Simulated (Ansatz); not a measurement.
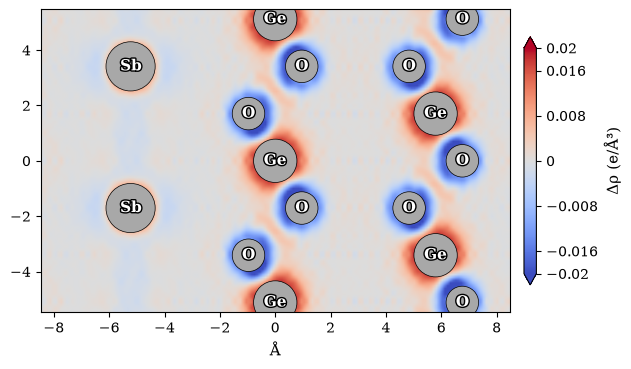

Ge$_{2}$SbO$_{4}$. Difference of the valence pseudo-densities of two functionals at the same geometry, on the (110) plane of the calculation cell: PBE less r2SCAN.

Space group P-3m1; a generated structure, not necessarily the stable one; computed without spin polarisation.

Both computed with Ansatz (plane waves, PAW), on the same k-point mesh. Grey discs cover the atomic cores.

```
Ge Sb O
1.0
     2.95469    0.00000    0.00000
    -1.47734    2.55884    0.00000
     0.00000    0.00000   16.24472
Ge Sb O
2 1 4
Direct
  0.33333 0.66667 0.32172
  0.66667 0.33333 0.67828
  0.00000 0.00000 0.00000
  0.66667 0.33333 0.26223
  0.00000 0.00000 0.38060
  0.00000 0.00000 0.61940
  0.33333 0.66667 0.73777
```

What does the difference map show?

Against r2SCAN, PBE gives more density around Ge (+0.009 e/Å³ on average at 1.0 Å from the nucleus) and less density around O (−0.014 e/Å³ on average at 0.7 Å from the nucleus).
